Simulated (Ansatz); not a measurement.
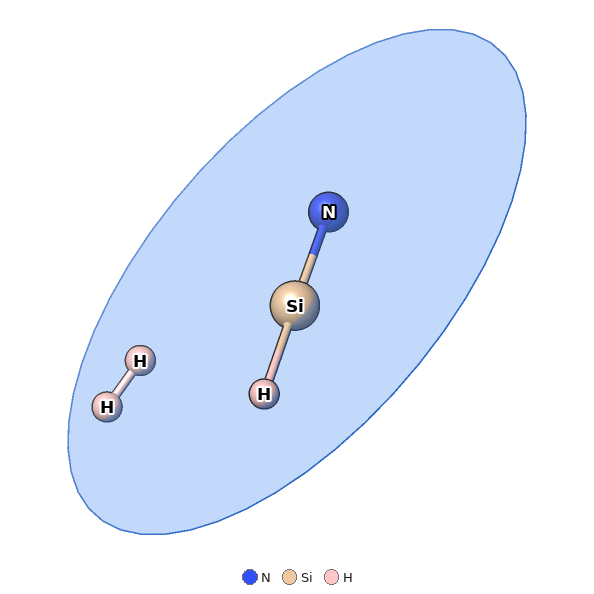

All proper rotation axes (lines) and mirror planes (discs) of the structure are drawn in. Distant atoms are faded towards the background colour. The computed structure is the end point of a PBE-D4/def2-SVP optimisation. No frequency run is at hand to confirm it as a minimum.

Name the symmetry elements and the point group.

It has 1 mirror plane. Point group Cs. The group has 2 operations. The geometry is achiral, and symmetry allows a dipole moment.
